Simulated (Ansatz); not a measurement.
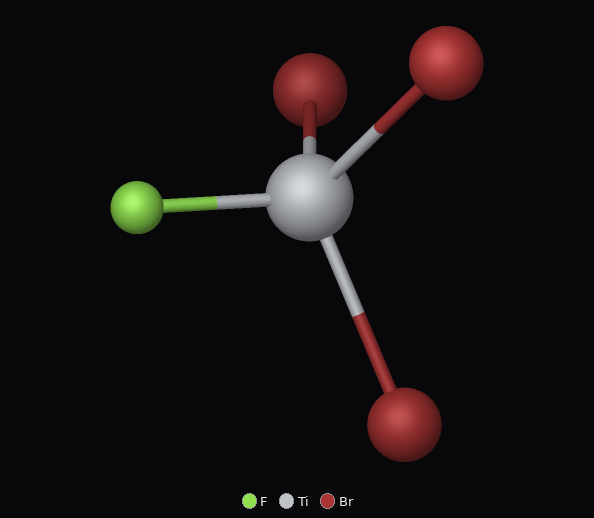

The species is neutral and a spin singlet. The computed structure is the end point of a PBE-D4/def2-SVP optimisation. No frequency run is at hand to confirm it as a minimum.

What is the coordination number of the metal, and which atoms bind to it?

Answer. Ti binds 4 atoms: 1 F at 1.73 Å, 3 Br at 2.33 Å. The arrangement is tetrahedral.

Give the formal oxidation state and the d-electron count.

Answer. Ti(IV), d⁰, counting the ligands as closed-shell ions or neutral donors.
